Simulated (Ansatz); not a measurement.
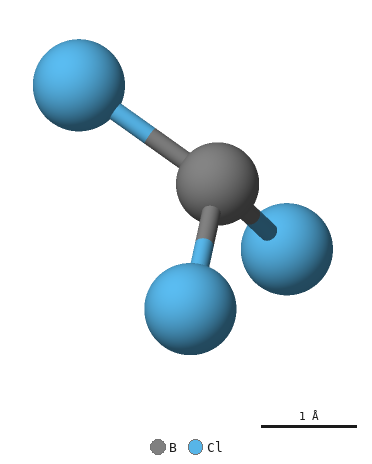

BCl$_{3}$, before the relaxation. Style: ball-and-stick. Shown from a free direction.

It is one of the separated reactants of a reaction.

All numbers below come from Ansatz 0.2.0, RKS PBE0-D4/def2-TZVP.

The input:
```yaml
crystal:
  periodic: [false, false, false]
  atoms:
    - {symbol: B, position_ang: [-0.633855, 0.346245, -0.718702]}
    - {symbol: Cl, position_ang: [1.131844, 0.292482, -1.350363]}
    - {symbol: Cl, position_ang: [-1.760670, -0.497354, -1.848125]}
    - {symbol: Cl, position_ang: [-1.100915, 1.995777, -0.193668]}
basis:
  gaussian: {orbitals: def2-TZVP}
hamiltonian: {xc: pbe0, dispersion: d4}
relax: {f_tol: 0.005, max_steps: 200}
```

Run as
```bash
ansatz run in.yaml --threads 8 --pin off --events-out ev --progress --plain --max-ram 19148MiB
```

> Predict the outcome.

The atom that moves furthest after the best rigid fit is B1 (0.36 Å). By element the largest moves are B 0.36 Å, Cl 0.12 Å. Some distances before and after: B1–Cl2 1.876 → 1.737 Å, B1–Cl3 1.805 → 1.737 Å, B1–Cl4 1.793 → 1.737 Å. Bond angles that change, for instance: Cl2–B1–Cl3 111.3° → 120.0°, Cl2–B1–Cl4 111.7° → 120.0°, Cl3–B1–Cl4 116.8° → 120.0°. Over 4 geometry steps the energy falls by 101.3 kJ/mol. Largest force component: 3.8 eV/Å at the start, 0.003 eV/Å at the end. The run took 4.5 s on 8 threads of Arm Neoverse V2, with other jobs on the host.

Final geometry:

```xyz
4

B    -0.5909    0.5343   -1.0277
Cl    1.1056    0.2313   -1.2463
Cl   -1.7625   -0.5384   -1.7308
Cl   -1.1159    1.9100   -0.1060
```

The end point in the same view:

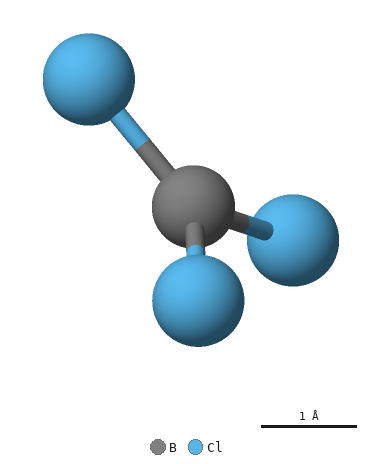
